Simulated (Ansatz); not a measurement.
# Hypothetical rock salt AsP, response to strain

Base system: AsP in the rock salt structure (space group Fm-3m, No. 225; a = 5.210 Å; a hypothetical phase, not in the database extracts checked; relaxed with 0.1 eV smearing). Axes: x, y, z lie along the cube axes.

Strains are applied to the cell and any free atomic positions relax.

All numbers come from Ansatz (a quantum-chemistry and plane-wave program), PBE, PAW, cutoff 420 eV, no SOC.

Notes on the quantities. energy relative to the base: free energy F.

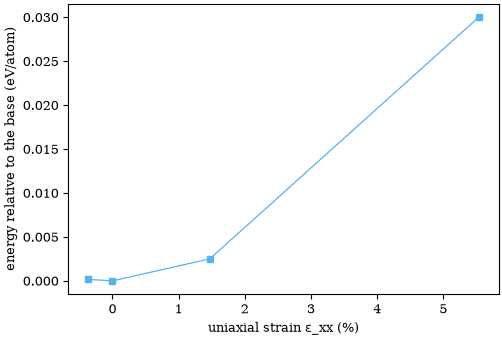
Figure: Energy relative to the base against uniaxial strain ε_xx

Q: From the plot, what is the energy relative to the base for uniaxial strain ε_xx = −0.37 %?

A: About 0.000 eV/atom.

Q: Is the trend monotonic over the range shown?

A: Yes, it rises throughout, spanning 0 meV/atom to +30 meV/atom.

Whether these cells are dynamically stable was not tested. The final runs are not spin-polarised.
